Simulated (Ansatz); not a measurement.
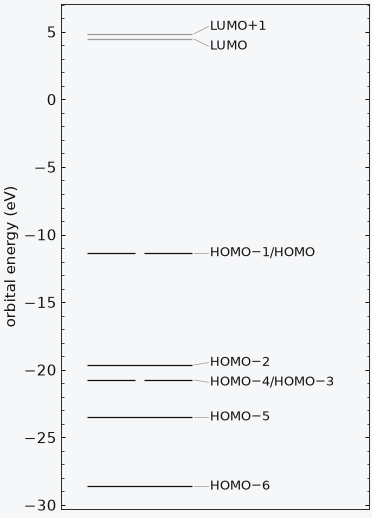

Hartree-Fock orbital energies near the frontier, HF/def2-TZVPP in the Ansatz code, at a PBE0-D4/def2-TZVP geometry (a minimum by its frequencies), isolated molecule; empty levels in grey, levels within 0.03 eV side by side.

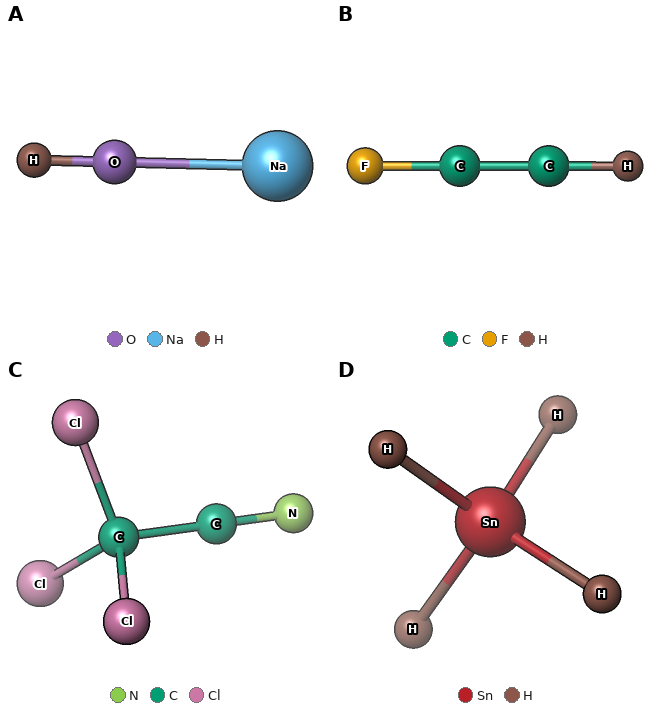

Which molecule has this level scheme? Choose among the lettered structures.

Answer. Structure B, C₂HF, SMILES C#CF. HOMO −11.36 eV, LUMO 4.46 eV, separation 15.82 eV.

Known limits of this run: empty levels above zero depend strongly on the basis.
